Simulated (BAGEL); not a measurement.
**HF/6-31G(d) (density fitting with qzvpp-jkfit, spherical functions) run of BBrClF (bromochlorofluoroborane)**

Aim: the vertical ionisation energy of BBrClF (bromochlorofluoroborane) at HF/6-31G* (density fitting with qzvpp-jkfit, spherical functions), from 2 runs. 

The calculation is run with BAGEL 1.2.2.

4 further runs of the same task are left out: 3 that didn't finish, 1 set aside as unsound or not needed.

**1. The molecule**

BBrClF has 4 atoms, charge 0, and is taken as a singlet. As SMILES, `FB(Cl)Br`. The shape is that of a PBE0-D4/def2-TZVP optimisation.

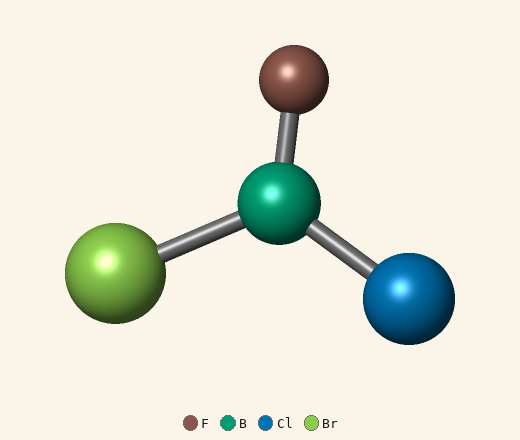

The structure, seen from a chosen angle (fluorine brown, boron teal, chlorine blue, bromine green).

**2. A single-point energy at HF/6-31G(d) (density fitting with qzvpp-jkfit, spherical functions)**

File calc.json:

```json
{ "bagel": [

{
  "title": "molecule",
  "basis": "6-31gs.json",
  "df_basis": "qzvpp-jkfit",
  "angstrom": true,
  "geometry": [
    { "atom": "F", "xyz": [   -0.037800,   -1.335000,   -0.542400 ] },
    { "atom": "B", "xyz": [    0.000500,   -0.136300,   -0.018100 ] },
    { "atom": "Cl", "xyz": [   -0.369900,    0.071000,    1.666000 ] },
    { "atom": "Br", "xyz": [    0.462600,    1.340100,   -1.125800 ] }
  ]
},
{ "title": "hf", "charge": 0 },
{ "title": "print", "file": "orbitals.molden", "orbitals": true }

]}
```

The basis set 6-31G* is read from a file made from the Basis Set Exchange's data (not shown).

Started as:

```
$ BAGEL_NUM_THREADS=1 BAGEL calc.json > calc.out
```

Log:

```text
* using 1 threads per process

  ===============================================================
  ===============================================================

  *** Geometry ***

  { "atom" : "F", "xyz" : [     -0.071432,     -2.522784,     -1.024987 ] },
  { "atom" : "B", "xyz" : [      0.000945,     -0.257570,     -0.034204 ] },
  { "atom" : "Cl", "xyz" : [     -0.699010,      0.134171,      3.148284 ] },
  { "atom" : "Br", "xyz" : [      0.874187,      2.532422,     -2.127454 ] },

  Number of auxiliary basis functions:      546

  Since a DF basis is specified, we compute 2- and 3-index integrals:
    o Being stored without compression. Storage requirement is 0.027 GB

  Number of basis functions:       78
  Number of electrons      :       66

    * METHOD: MOLECULE                             0.27

  *** RHF ***

  === Nuclear Repulsion ===
   282.4158234519

      * DIIS with orbital gradients will be used.

  === RHF iteration (6-31gs.json) ===
      0      -3155.73217845          0.01504986           0.10
      1      -3155.80455466          0.00983652           0.10
      2      -3155.84053005          0.00094675           0.10
      3      -3155.84131663          0.00018547           0.10
      4      -3155.84134224          0.00006452           0.10
      5      -3155.84134532          0.00001639           0.10
      6      -3155.84134567          0.00000492           0.10
      7      -3155.84134570          0.00000122           0.10
      8      -3155.84134570          0.00000049           0.10
      9      -3155.84134570          0.00000021           0.10
     10      -3155.84134570          0.00000004           0.10
     11      -3155.84134570          0.00000001           0.10
     12      -3155.84134570          0.00000000           0.10
    * SCF iteration converged.

    * Permanent dipole moment:
           (   -0.003273,    -0.031046,    -0.003885) a.u.

    * METHOD: HF                                   1.55

    * METHOD: PRINT                                0.01

  ===============================================================
```

It took 2 s on 1 thread of Arm Neoverse V2, shared host.

**3. The doublet cation, same level**

File hf.json:

```json
{ "bagel": [

{
  "title": "molecule",
  "basis": "6-31gs.json",
  "df_basis": "qzvpp-jkfit",
  "angstrom": true,
  "geometry": [
    { "atom": "F", "xyz": [   -0.037800,   -1.335000,   -0.542400 ] },
    { "atom": "B", "xyz": [    0.000500,   -0.136300,   -0.018100 ] },
    { "atom": "Cl", "xyz": [   -0.369900,    0.071000,    1.666000 ] },
    { "atom": "Br", "xyz": [    0.462600,    1.340100,   -1.125800 ] }
  ]
},
{ "title": "uhf", "charge": 1, "nopen": 1 },
{ "title": "print", "file": "orbitals.molden", "orbitals": true }

]}
```

The basis set 6-31G* is read from a file made from the Basis Set Exchange's data (not shown).

Started as:

```
$ BAGEL_NUM_THREADS=1 BAGEL hf.json > hf.out
```

Log:

```text
* using 1 threads per process

  ===============================================================
  ===============================================================

  *** Geometry ***

  { "atom" : "F", "xyz" : [     -0.071432,     -2.522784,     -1.024987 ] },
  { "atom" : "B", "xyz" : [      0.000945,     -0.257570,     -0.034204 ] },
  { "atom" : "Cl", "xyz" : [     -0.699010,      0.134171,      3.148284 ] },
  { "atom" : "Br", "xyz" : [      0.874187,      2.532422,     -2.127454 ] },

  Number of auxiliary basis functions:      546

  Since a DF basis is specified, we compute 2- and 3-index integrals:
    o Being stored without compression. Storage requirement is 0.027 GB

  Number of basis functions:       78
  Number of electrons      :       66

    * METHOD: MOLECULE                             0.27

  *** Open-shell HF ***

  === Nuclear Repulsion ===
   282.4158234519

      * DIIS with orbital gradients will be used.

  === UHF iteration (6-31gs.json) ===
      0      -3155.29177474          0.03335422           0.17
      1      -3155.38782153          0.02262712           0.16
      2      -3155.42069134          0.01448515           0.17
      3      -3155.44211102          0.00134273           0.17
      4      -3155.44478115          0.00083204           0.17
      5      -3155.44620557          0.00056166           0.17
      6      -3155.44709801          0.00026776           0.17
      7      -3155.44723399          0.00018960           0.17
      8      -3155.44733471          0.00011546           0.16
      9      -3155.44736486          0.00005430           0.17
     10      -3155.44736966          0.00001869           0.16
     11      -3155.44737044          0.00000815           0.17
     12      -3155.44737062          0.00000324           0.17
     13      -3155.44737066          0.00000136           0.17
     14      -3155.44737067          0.00000064           0.17
     15      -3155.44737067          0.00000031           0.17
     16      -3155.44737067          0.00000022           0.17
     17      -3155.44737067          0.00000014           0.17
     18      -3155.44737067          0.00000008           0.17
     19      -3155.44737067          0.00000004           0.17
     20      -3155.44737067          0.00000002           0.17
     21      -3155.44737067          0.00000001           0.17
     22      -3155.44737067          0.00000001           0.17
    * SCF iteration converged.

    * S^2 (UHF) is 0.7578

    * Permanent dipole moment:
           (   -0.318044,    -0.909050,     0.823775) a.u.

    * METHOD: UHF                                  4.08

    * METHOD: PRINT                                0.01

  ===============================================================
```

Wall time 4.8 s (1 thread of Arm Neoverse V2, shared host).

**4. Outcome**

At HF/6-31G* (density fitting with qzvpp-jkfit, spherical functions):

| quantity | value |
| --- | --- |
| singlet BBrClF: total energy | -3155.84135 Eh |
| singlet BBrClF: dipole moment | 0.08 D |
| singlet BBrClF: HOMO energy | -11.93 eV |
| singlet BBrClF: LUMO energy | 2.90 eV |
| singlet BBrClF: HOMO–LUMO gap | 14.83 eV |
| doublet cation: total energy | -3155.44737 Eh |
| doublet cation: ⟨S²⟩ | 0.758 |
| vertical ionisation energy (to the doublet cation) | 10.721 eV |

In words: The vertical ionisation energy comes to 10.72 eV (1034 kJ/mol). The negative HOMO energy of the first species, 11.93 eV, lies 1.21 eV above that difference.
